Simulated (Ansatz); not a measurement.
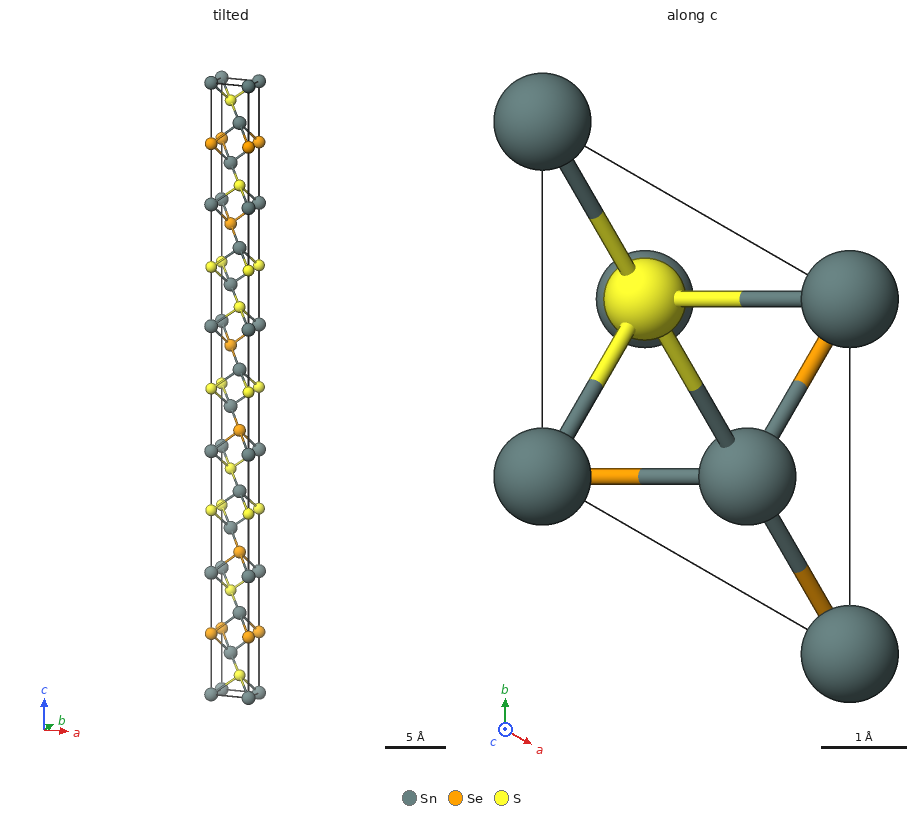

Drawn in the ball-and-stick manner and seen slightly off an axis and along the c axis. The conventional unit cell is outlined; an atom on or near a face, edge or corner is repeated at each equivalent position.

Sn5Se2S3, space group R-3m (No. 166), a = 4.197 Å, b = 4.197 Å, c = 51.364 Å, α = 90.00°, β = 90.00°, γ = 120.00°. It derives from a structure type filled with these elements by a generator (whether the compound takes this form wasn't checked). Earlier steps of the study may have refined or changed the cell and positions. A calculation with Ansatz used it as input.

This one geometry was computed with Ansatz (DFT, plane waves, PAW) at three levels of theory: r2SCAN, PBE and LDA.

**Which level gives the highest pressure at this volume, and what does that say about its equilibrium volume?**

Highest: PBE (0.0 GPa), which points to the largest equilibrium volume. Lowest, with the smallest volume: LDA (-4.3 GPa). Levels within 0.5 GPa of each other can't be told apart.

**How does the band gap change with the level of theory?**

r2SCAN: a gap of 0.01 eV, direct; PBE: a gap of 0.10 eV, direct; LDA: a gap of 0.14 eV, direct.

**Collect the results in a table.**

| level | cutoff (eV) | k-mesh of the run's cell | gap (eV) | pressure (GPa) |
| --- | --- | --- | --- | --- |
| r2SCAN | 500 | 12×12×12 | 0.01 | -1.1 |
| PBE | 420 | 12×12×12 | 0.10 | 0.0 |
| LDA | 420 | 12×12×12 | 0.14 | -4.3 |

Gaps are taken on the k-mesh or band path of each run.
